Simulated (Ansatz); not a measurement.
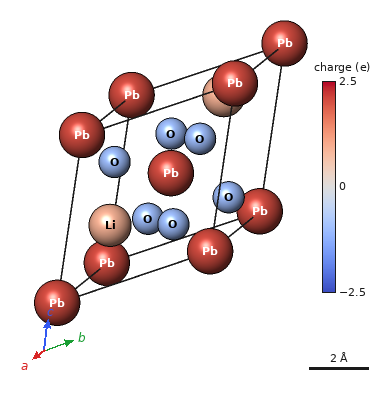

This spheres-only model is shown slightly off an axis. The lines enclose the simulation cell; boundary atoms appear with their images. The atoms of this LiPbO3 cell are coloured by their Bader charge.

All computed values are from Ansatz, DFT, PAW plane waves, PBEsol. Settings: 420 eV cutoff, a 7×7×7 k-point grid, Fermi-Dirac smearing of 0.1 eV, no spin polarisation.

**Which element is the most positive, and which the most negative?**

Most positive: Pb; most negative: O. Charges: about Li +0.9 e; Pb +2.1 e; O -1.0 e.

Provenance: a generated cell, made by putting these elements into a known structure type (the compound may or may not exist in this form); not relaxed. It was run through Ansatz as a DFT input.

At this level of theory the cell isn't at rest (forces up to 1.5 eV/Å), so its distances can differ from those at equilibrium, the more so the softer the solid.
